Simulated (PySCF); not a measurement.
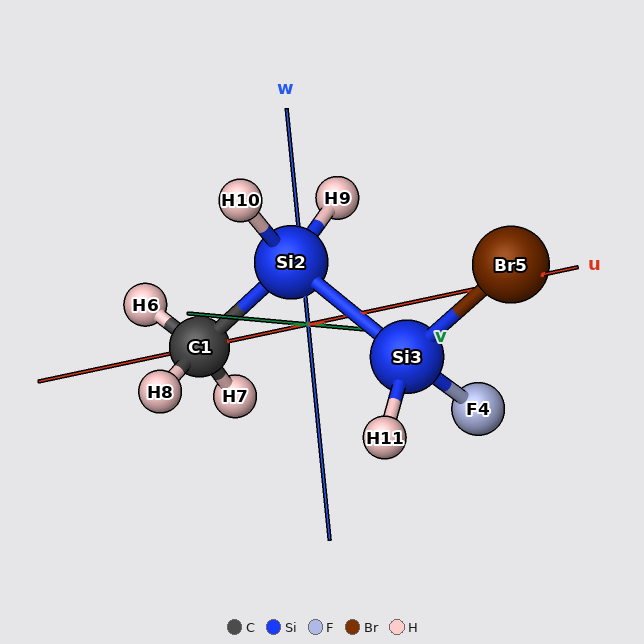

The lines u, v and w are the principal axes of the static dipole polarisability. The computed structure is the end point of a GFN2-xTB optimisation. No frequency run is at hand to confirm it as a minimum. Level of theory: PBE0/def2-SVPD (PySCF 2.14.0).

Question. Along which axis is the molecule most polarisable, and along which least?

Answer. Most along u (close to the long direction C1···Br5), least along v.

Question. Give the three principal values.

Answer. u 113.1, v 72.4, w 82.1 bohr³; mean 89.2, anisotropy 36.8 bohr³.

The geometry is semi-empirical. Around Br, Si such bond lengths and angles can be off by a tenth of an ångström or more and by several degrees, and values that hang on the shape move with them.
